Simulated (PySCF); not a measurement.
Sn(OH)3(tBu), SMILES C[C](C)(C)[Sn]([OH])([OH])[OH] at its GFN2-xTB optimised geometry (Å):

```
20

C     -0.3014     0.9949    -1.3105
C     -0.6784     0.3461     0.0000
C     -2.1664     0.1184     0.1209
C     -0.1119     1.0837     1.1898
Sn     0.2984    -1.7330     0.0000
O      2.3079    -1.7330     0.0000
O     -0.1615    -2.8938    -1.5746
O     -0.1617    -2.8920     1.5759
H      0.7752     1.1316    -1.3866
H     -0.6396     0.4009    -2.1573
H     -0.7746     1.9760    -1.3720
H     -2.4096    -0.4314     1.0280
H     -2.6729     1.0838     0.1616
H     -2.5512    -0.4313    -0.7354
H     -0.5217     2.0946     1.2110
H      0.9722     1.1577     1.1293
H     -0.3776     0.5897     2.1219
H      2.6729    -2.0946    -0.8065
H     -0.6703    -3.6638    -1.3242
H      0.5953    -3.0680     2.1330
```

Calculation: CAM-B3LYP/def2-SVP, def2 effective core potentials past Kr (PySCF). The core electrons that the potentials of Sn replace are not part of the density. Cells within 0.4 Å of a nucleus heavier than hydrogen are left out (blank, or x).

Map of the log10 of the electron density (e/bohr³), floored at −4 on the plane z = 0.0 Å:

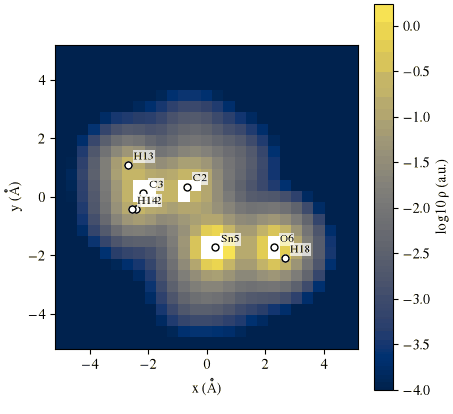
Fig. 1. Log10 of the electron density (e/bohr³), floored at −4 on the plane z = 0.0 Å.
